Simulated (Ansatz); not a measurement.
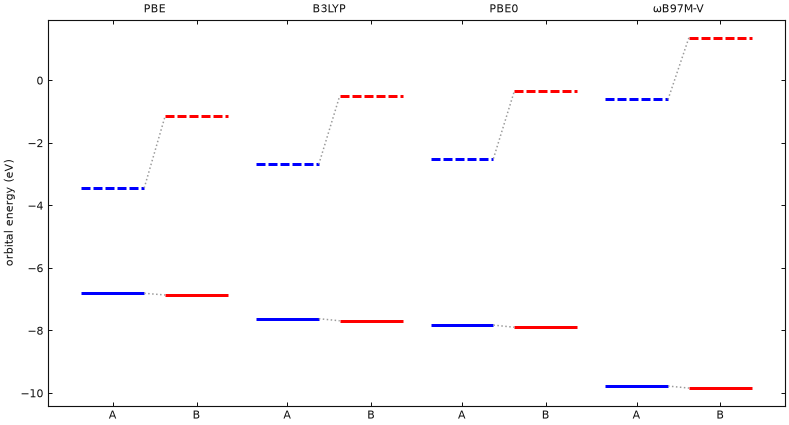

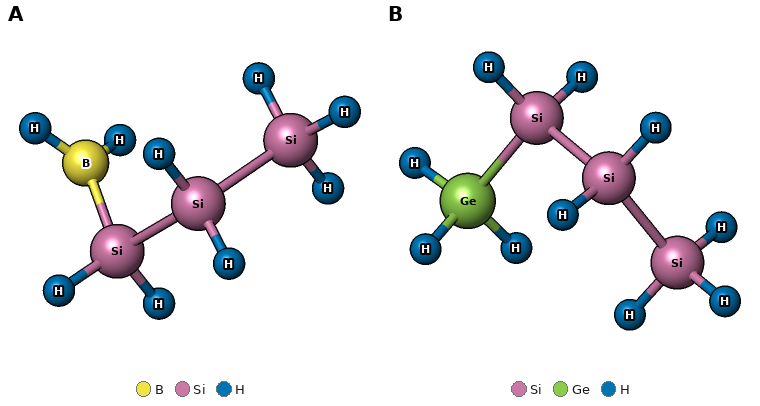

One change: A, BSi₃H₉ (SMILES B[SiH2][SiH2][SiH3]), becomes B, GeSi₃H₁₀ (SMILES [SiH3][SiH2][SiH2][GeH3]). BH₂ on Si is replaced by GeH₃. HOMO (solid) and LUMO (dashed) computed in def2-TZVPP at PBE0-D4/def2-TZVP geometries, both minima by their frequencies, gas phase, the Ansatz code. Empty levels above zero depend strongly on the basis.

Question: What does the change do to HOMO and LUMO?

Answer: PBE: the HOMO falls by 0.05 eV, the LUMO rises by 2.30 eV, and the separation goes from 3.37 to 5.72 eV. B3LYP: the HOMO falls by 0.07 eV, the LUMO rises by 2.19 eV, and the separation goes from 4.94 to 7.20 eV. PBE0: the HOMO falls by 0.07 eV, the LUMO rises by 2.16 eV, and the separation goes from 5.32 to 7.55 eV. ωB97M-V: the HOMO falls by 0.07 eV, the LUMO rises by 1.98 eV, and the separation goes from 9.16 to 11.21 eV.

Question: Do the functionals agree on the effect?

Answer: They agree on the direction for both levels; the HOMO shift lies between −0.07 and −0.05 eV and the LUMO shift between 1.98 and 2.30 eV, while the separations themselves differ by up to 5.8 eV between functionals.

Note: one conformer of each flexible molecule.
